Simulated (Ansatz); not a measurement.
**CHOSi (sextet): from Hartree-Fock to the top rungs, cc-pVTZ**

How much of the correlation energy of CHOSi (sextet) does each wave-function method recover here?

Method: cc-pVTZ, core rule «outside noble gas», up to 7 orbitals frozen; program: Ansatz 0.2.0, Gaussian basis.

To be run: UHF; CCSD(T) on ROHF; CCSD(T) on UHF; BCCD(T) on ROHF; CCSDT(Q) on ROHF; CCSDT(Q) on UHF.

6 further runs of the same task are left out: 1 for a known fault of the program, 5 set aside as unsound or not needed. Runs told in other sessions of the task aren't counted.

### 1 What is computed

The geometry is a PBE0/def2-TZVP stationary point (not a proven minimum) of the parent state, kept for this charge and spin.

4 atoms, charge 0, spin multiplicity 6.

Atoms are counted from 1 here; the program's logs count them from 0.

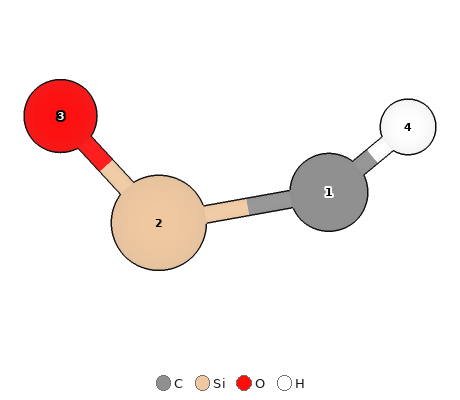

The structure; carbon grey, silicon light orange, oxygen red, hydrogen white; atoms are numbered from 1 in the order of the file.

In the tables R marks a restricted open-shell determinant and U an unrestricted one; energies count from the table's Hartree-Fock row.

### 2 UHF

Contents of in.yaml:

```yaml
crystal:
  periodic: [false, false, false]
  atoms:
    - {symbol: C, position_ang: [0.000000, -0.231556, 1.642911]}
    - {symbol: Si, position_ang: [0.000000, 0.419511, -0.056146]}
    - {symbol: O, position_ang: [0.000000, -0.495400, -1.281834]}
    - {symbol: H, position_ang: [0.000000, -1.066454, 2.334393]}
basis:
  gaussian: {orbitals: cc-pVTZ}
magnetization: {spin_polarized: true, initial_magnetization: 5}
hamiltonian: {xc: hf}
output: {orbitals: {seedname: orbitals}}
```

Run with:

```console
> ansatz run in.yaml --threads 1 --pin off --events-out ev --progress --plain --max-ram 4096MiB --backend cpu
```

The program printed:

```text
Functional definition: HF
  name "HF"
  cite "Fock, Z. Phys. 61, 126 (1930) doi:10.1007/BF01340294"
  parent pbe
  exchange = exact_x
  correlation = 0
848 factors; their error is unknown
mean field evaluation 1: about -10938.1349 eV, gradient 1.5e1 eV
mean field evaluation 2: about -10940.0289 eV, gradient 5.4e0 eV
mean field evaluation 4: about -10940.5412 eV, gradient 1.3e0 eV
mean field evaluation 8: about -10940.6090 eV, gradient 2.6e-1 eV
mean field evaluation 16: about -10940.8306 eV, gradient 1.5e-5 eV
mean field evaluation 32: about -10940.9249 eV, gradient 1.0e-4 eV
mean field evaluation 64: about -10940.4552 eV, gradient 2.8e0 eV
mean field -10940.92494596 eV, -402.0715757389 hartree, gradient 2.5e-6 eV, S^2 8.778660; 2 other end points of the search recorded, 0 dependent functions left out
reference -10940.92494596 eV, -402.0715757389 hartree; 17, 12 occupied and 91, 96 virtual orbitals, 848 factors
Total energy: -10940.92494596 eV, -402.0715757389 hartree
```

Wall time 4.2 s (1 thread of AMD EPYC 7R13, shared host).

From the report: ⟨S²⟩ of the determinant 8.779 (pure sextet: 8.75).

### 3 CCSD(T) on ROHF

in.yaml: that of step 2 with these lines changed.

```diff
@@ -9,4 +9,4 @@
   gaussian: {orbitals: cc-pVTZ}
-magnetization: {spin_polarized: true, initial_magnetization: 5}
-hamiltonian: {xc: hf}
-output: {orbitals: {seedname: orbitals}}
+magnetization: {spin_polarized: false, initial_magnetization: 5}
+correlation: {method: ccsd_t, electrons: outside_noble_gas}
+output: {forces: true}
```

Run with:

```console
> ansatz run in.yaml --threads 2 --pin off --events-out ev --progress --plain --max-ram 24576MiB --backend cuda --devices 0, --max-vram 18GiB
```

The program printed (excerpt; [...] marks lines left out):

```text
Functional definition: HF
  name "HF"
  cite "Fock, Z. Phys. 61, 126 (1930) doi:10.1007/BF01340294"
  parent pbe
[...]
647 factors; integrals over basis functions are off by at most 1.5e-3 eV
[...]
mean field -10940.55597970 eV, -402.0580164790 hartree, gradient 2.6e-6 eV, S^2 8.750000; 13 other end points of the search recorded, 0 dependent functions left out
[...]
determinant -10940.55597970 eV, -402.0580164790 hartree, with singles and doubles -10951.36352155 eV, -402.4551863161 hartree
determinant -10940.46786705 eV, -402.0547783985 hartree, with singles and doubles -10951.26393169 eV, -402.4515264564 hartree
determinant -10938.67008533 eV, -401.9887111391 hartree, with singles and doubles -10949.68926176 eV, -402.3936584036 hartree
determinant -10936.98054674 eV, -401.9266217409 hartree, with singles and doubles -10948.07029230 eV, -402.3341623735 hartree
[...]
reference -10940.55597970 eV, -402.0580164790 hartree; 10, 5 occupied and 91, 96 virtual orbitals, 647 factors
second order -9.59643745 eV of doubles, -0.22349081 eV of singles
cycle   1  -10.77032168 eV  change   -1.7e-6 eV  update   3.0e-6
[...]
cycle   7  -10.77032189 eV  change   -1.9e-8 eV  update   2.8e-8
perturbative correction -0.35233619 eV, -0.0129481161 hartree
[...]
the multipliers restart with 30 DIIS vectors
Total energy: -10951.67863779 eV, -402.4667666242 hartree
Atom 0 at     0.000000    -0.231556     1.642911 Å, force     0.000000    -0.944199     1.648912 eV/Å
Atom 1 at     0.000000     0.419511    -0.056146 Å, force    -0.000000     6.089243     5.135829 eV/Å
Atom 2 at     0.000000    -0.495400    -1.281834 Å, force     0.000000    -5.274526    -6.721125 eV/Å
Atom 3 at     0.000000    -1.066454     2.334393 Å, force    -0.000000     0.129482    -0.063616 eV/Å
Dipole moment:    -0.000000    -0.122969     0.169972 e Å
```

It took 17 s on 1 × H100 (card shared with other runs) with 2 threads of AMD EPYC 7R13, shared host; peak host memory 0.98 GiB.

From the report: correlation -11.1227 eV; T1 0.023; largest double amplitude 0.02.

### 4 CCSD(T) on UHF

in.yaml: that of step 3 with these lines changed.

```diff
@@ -9,3 +9,3 @@
   gaussian: {orbitals: cc-pVTZ}
-magnetization: {spin_polarized: false, initial_magnetization: 5}
+magnetization: {spin_polarized: true, initial_magnetization: 5}
 correlation: {method: ccsd_t, electrons: outside_noble_gas}
```

Same command.

The program printed (excerpt; [...] marks lines left out):

```text
Functional definition: HF
  name "HF"
  cite "Fock, Z. Phys. 61, 126 (1930) doi:10.1007/BF01340294"
  parent pbe
[...]
647 factors; integrals over basis functions are off by at most 1.5e-3 eV
[...]
mean field -10940.92523046 eV, -402.0715861941 hartree, gradient 9.8e-7 eV, S^2 8.778660; 5 other end points of the search recorded, 0 dependent functions left out
determinant -10940.92523046 eV, -402.0715861941 hartree, with singles and doubles -10951.35679433 eV, -402.4549390955 hartree
determinant -10940.83086326 eV, -402.0681182632 hartree, with singles and doubles -10951.26007090 eV, -402.4513845750 hartree
determinant -10940.92523046 eV, -402.0715861941 hartree, with singles and doubles -10951.33735704 eV, -402.4542247882 hartree
determinant -10940.83086326 eV, -402.0681182632 hartree, with singles and doubles -10951.23975858 eV, -402.4506381109 hartree
7 core orbitals not correlated: weight in the atoms' cores, before any rotation towards them, 1.000 or more for the frozen orbitals, at most 0.000 for the correlated occupied ones
reference -10940.92523046 eV, -402.0715861941 hartree; 10, 5 occupied and 91, 96 virtual orbitals, 647 factors
second order -9.42089109 eV of doubles, -0.00000000 eV of singles
cycle   1  -10.41212804 eV  change   -1.5e-6 eV  update   3.0e-6
[...]
cycle   7  -10.41212820 eV  change   -8.4e-9 eV  update   2.9e-8
perturbative correction -0.34408060 eV, -0.0126447288 hartree
[...]
Total energy: -10951.68143926 eV, -402.4668695766 hartree
Atom 0 at     0.000000    -0.231556     1.642911 Å, force     0.000000    -0.945123     1.648465 eV/Å
Atom 1 at     0.000000     0.419511    -0.056146 Å, force     0.000000     6.088752     5.136613 eV/Å
Atom 2 at     0.000000    -0.495400    -1.281834 Å, force    -0.000000    -5.274327    -6.720599 eV/Å
Atom 3 at     0.000000    -1.066454     2.334393 Å, force    -0.000000     0.130698    -0.064478 eV/Å
Dipole moment:    -0.000000    -0.122730     0.169872 e Å
```

It took 9 s on 1 × H100 (card shared with other runs) with 2 threads of AMD EPYC 7R13, shared host; peak host memory 0.98 GiB.

From the report: ⟨S²⟩ of the determinant 8.779 (pure sextet: 8.75); correlation -10.7562 eV; T1 0.016; largest double amplitude 0.02.

### 5 BCCD(T) on ROHF

in.yaml: that of step 4 with these lines changed.

```diff
@@ -9,4 +9,3 @@
   gaussian: {orbitals: cc-pVTZ}
-magnetization: {spin_polarized: true, initial_magnetization: 5}
-correlation: {method: ccsd_t, electrons: outside_noble_gas}
-output: {forces: true}
+magnetization: {spin_polarized: false, initial_magnetization: 5}
+correlation: {method: bccd_t, electrons: outside_noble_gas}
```

Same command.

The program printed (excerpt; [...] marks lines left out):

```text
Functional definition: HF
  name "HF"
  cite "Fock, Z. Phys. 61, 126 (1930) doi:10.1007/BF01340294"
  parent pbe
[...]
647 factors; integrals over basis functions are off by at most 1.5e-3 eV
[...]
mean field -10940.55597970 eV, -402.0580164790 hartree, gradient 2.6e-6 eV, S^2 8.750000; 13 other end points of the search recorded, 0 dependent functions left out
[...]
determinant -10940.55597970 eV, -402.0580164790 hartree, with singles and doubles -10951.36352155 eV, -402.4551863161 hartree
determinant -10940.46786705 eV, -402.0547783985 hartree, with singles and doubles -10951.26393169 eV, -402.4515264564 hartree
determinant -10938.67008533 eV, -401.9887111391 hartree, with singles and doubles -10949.68926176 eV, -402.3936584036 hartree
determinant -10936.98054674 eV, -401.9266217409 hartree, with singles and doubles -10948.07029230 eV, -402.3341623735 hartree
determinant -10940.55597970 eV, -402.0580164790 hartree, with singles and doubles -10951.32629969 eV, -402.4538184380 hartree
determinant -10940.46786705 eV, -402.0547783985 hartree, with singles and doubles -10951.22858011 eV, -402.4502273096 hartree
[...]
7 core orbitals not correlated: weight in the atoms' cores, before any rotation towards them, 1.000 or more for the frozen orbitals, at most 0.000 for the correlated occupied ones
reference -10940.55597970 eV, -402.0580164790 hartree; 10, 5 occupied and 91, 96 virtual orbitals, 647 factors
second order -9.59643745 eV of doubles, -0.22349081 eV of singles
cycle   1  -10.76093871 eV  change    9.4e-3 eV  update   7.5e-3
[...]
cycle   8  -10.76032557 eV  change   -4.4e-6 eV  update   1.4e-5
perturbative correction -0.36262060 eV, -0.0133260612 hartree
Total energy: -10951.67892587 eV, -402.4667772112 hartree
```

Run time: 10 s. Hardware: 1 × H100 (card shared with other runs) with 2 threads of AMD EPYC 7R13, shared host; peak host memory 0.81 GiB.

From the report: correlation -11.1229 eV; largest double amplitude 0.02.

### 6 CCSDT(Q) on ROHF

in.yaml: that of step 5 with these lines changed.

```diff
@@ -10,2 +10,2 @@
 magnetization: {spin_polarized: false, initial_magnetization: 5}
-correlation: {method: bccd_t, electrons: outside_noble_gas}
+correlation: {method: ccsdt_q, electrons: outside_noble_gas}
```

Launched as before.

The program printed (excerpt; [...] marks lines left out):

```text
Functional definition: HF
  name "HF"
  cite "Fock, Z. Phys. 61, 126 (1930) doi:10.1007/BF01340294"
  parent pbe
[...]
1351 factors; integrals over basis functions are off by at most 2.4e-7 eV
[...]
mean field -10940.55604108 eV, -402.0580187344 hartree, gradient 2.3e-6 eV, S^2 8.750000; 13 other end points of the search recorded, 0 dependent functions left out
[...]
determinant -10940.55604108 eV, -402.0580187344 hartree, with singles and doubles -10951.36359520 eV, -402.4551890227 hartree
determinant -10940.46792903 eV, -402.0547806762 hartree, with singles and doubles -10951.26400379 eV, -402.4515291060 hartree
determinant -10938.67014712 eV, -401.9887134098 hartree, with singles and doubles -10949.68933234 eV, -402.3936609976 hartree
determinant -10936.98064070 eV, -401.9266251940 hartree, with singles and doubles -10948.07039219 eV, -402.3341660443 hartree
determinant -10940.55604108 eV, -402.0580187344 hartree, with singles and doubles -10951.32634849 eV, -402.4538202315 hartree
determinant -10940.46792903 eV, -402.0547806762 hartree, with singles and doubles -10951.22862820 eV, -402.4502290768 hartree
7 core orbitals not correlated: weight in the atoms' cores, before any rotation towards them, 1.000 or more for the frozen orbitals, at most 0.000 for the correlated occupied ones
reference -10940.55604108 eV, -402.0580187344 hartree; 10, 5 occupied and 91, 96 virtual orbitals, 1351 factors
second order -9.59645421 eV of doubles, -0.22349049 eV of singles
cycle   1  -10.44921314 eV  change   -6.2e-1 eV  update   8.0e-2
[...]
cycle  23  -11.16044163 eV  change   -1.4e-7 eV  update   1.5e-6
perturbative correction -0.01261300 eV, -0.0004635193 hartree
Total energy: -10951.72909571 eV, -402.4686209188 hartree
```

It took 2.2 min on 1 × H100 (card shared with other runs) with 2 threads of AMD EPYC 7R13, shared host; peak host memory 1.9 GiB.

From the report: correlation -11.1731 eV; T1 0.024; largest double amplitude 0.02.

### 7 CCSDT(Q) on UHF

in.yaml: that of step 6 with these lines changed.

```diff
@@ -9,3 +9,3 @@
   gaussian: {orbitals: cc-pVTZ}
-magnetization: {spin_polarized: false, initial_magnetization: 5}
+magnetization: {spin_polarized: true, initial_magnetization: 5}
 correlation: {method: ccsdt_q, electrons: outside_noble_gas}
```

Same command.

The program printed (excerpt; [...] marks lines left out):

```text
Functional definition: HF
  name "HF"
  cite "Fock, Z. Phys. 61, 126 (1930) doi:10.1007/BF01340294"
  parent pbe
[...]
1351 factors; integrals over basis functions are off by at most 2.4e-7 eV
[...]
mean field -10940.92529133 eV, -402.0715884308 hartree, gradient 1.0e-6 eV, S^2 8.778660; 5 other end points of the search recorded, 0 dependent functions left out
determinant -10940.92529133 eV, -402.0715884308 hartree, with singles and doubles -10951.35686790 eV, -402.4549417990 hartree
determinant -10940.83092464 eV, -402.0681205191 hartree, with singles and doubles -10951.26014242 eV, -402.4513872031 hartree
determinant -10940.92529133 eV, -402.0715884308 hartree, with singles and doubles -10951.33740589 eV, -402.4542265833 hartree
determinant -10940.83092464 eV, -402.0681205191 hartree, with singles and doubles -10951.23980648 eV, -402.4506398711 hartree
7 core orbitals not correlated: weight in the atoms' cores, before any rotation towards them, 1.000 or more for the frozen orbitals, at most 0.000 for the correlated occupied ones
reference -10940.92529133 eV, -402.0715884308 hartree; 10, 5 occupied and 91, 96 virtual orbitals, 1351 factors
second order -9.42090728 eV of doubles, -0.00000000 eV of singles
cycle   1  -10.07172479 eV  change   -6.5e-1 eV  update   8.0e-2
[...]
cycle  23  -10.79574495 eV  change   -3.5e-7 eV  update   1.5e-6
perturbative correction -0.01379626 eV, -0.0005070032 hartree
Total energy: -10951.73483254 eV, -402.4688317434 hartree
```

It took 77 s on 1 × H100 (card shared with other runs) with 2 threads of AMD EPYC 7R13, shared host; peak host memory 1.4 GiB.

From the report: ⟨S²⟩ of the determinant 8.779 (pure sextet: 8.75); correlation -10.8095 eV; T1 0.018; largest double amplitude 0.02.

### 8 The ladder

The yardstick is UCCSDT(Q), where the cluster series has nearly closed. Rows without a time are mean-field rows or come out of runs for another level: lower rungs of the coupled-cluster runs, or the Hartree-Fock search. The times of RCCSD(T), UCCSD(T) include forces.

Differences are taken before rounding.

```
   method  energy from the lowest ROHF (meV)  from UCCSDT(Q) (meV)     time
      ROHF                               0.0              +11178.9         
      UHF                            -369.3              +10809.6         
     RMP2                           -9819.9               +1358.9         
     UMP2                           -9790.1               +1388.7         
    RCCSD                          -10770.3                +408.5         
    UCCSD                          -10781.4                +397.5         
 RCCSD(T)                          -11122.7                 +56.2     17 s
 UCCSD(T)                          -11125.5                 +53.4      9 s
  BCCD(T)                          -11122.9                 +55.9     10 s
   RCCSDT                          -11160.5                 +18.3         
   UCCSDT                          -11165.1                 +13.8         
RCCSDT(Q)                          -11173.1                  +5.7  2.2 min
UCCSDT(Q)                          -11178.9                     0     77 s
```

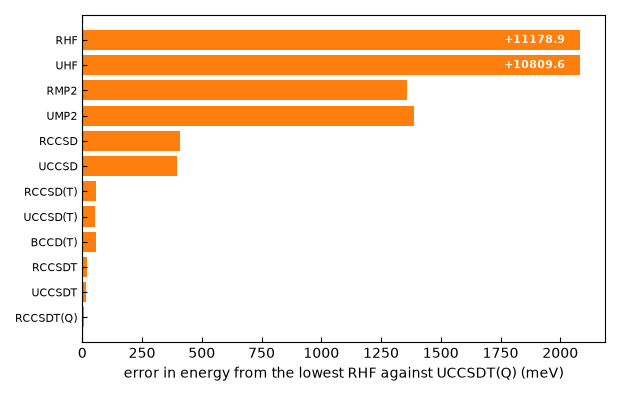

How far each level lands from UCCSDT(Q). Bars with a number in them are cut short.

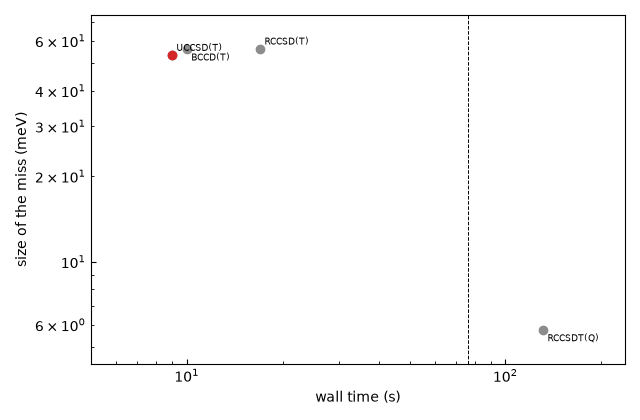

Accuracy for the time spent; red marks the levels that beat every quicker one drawn (of those quicker than the yardstick), and the dashed line is the time of UCCSDT(Q). Times are from a shared host.

### 9 What came out

| quantity | value |
| --- | --- |
| UCCSDT(Q) from the ROHF energy | -11.1789 eV |
| RMP2 from UCCSDT(Q) | +1358.9 meV |
| UMP2 from UCCSDT(Q) | +1388.7 meV |
| RCCSD from UCCSDT(Q) | +408.5 meV |
| RCCSD(T) from UCCSDT(Q) | +56.2 meV |
| UCCSD(T) from UCCSDT(Q) | +53.4 meV |
| RCCSDT(Q) from UCCSDT(Q) | +5.7 meV |
| levels within 1 kcal/mol (43 meV) | RCCSDT, UCCSDT, RCCSDT(Q) |
| T1 diagnostic | 0.023 |

RCCSD(T) lands +56.2 meV from the yardstick (0.5 % of the correlation energy). These misses are within one basis, not against nature; the frozen cores of restricted and unrestricted runs differ, which can shift their rows.

UCCSD(T) reaches 53.4 meV from the reference in 9 s, where UCCSDT(Q) took 77 s.
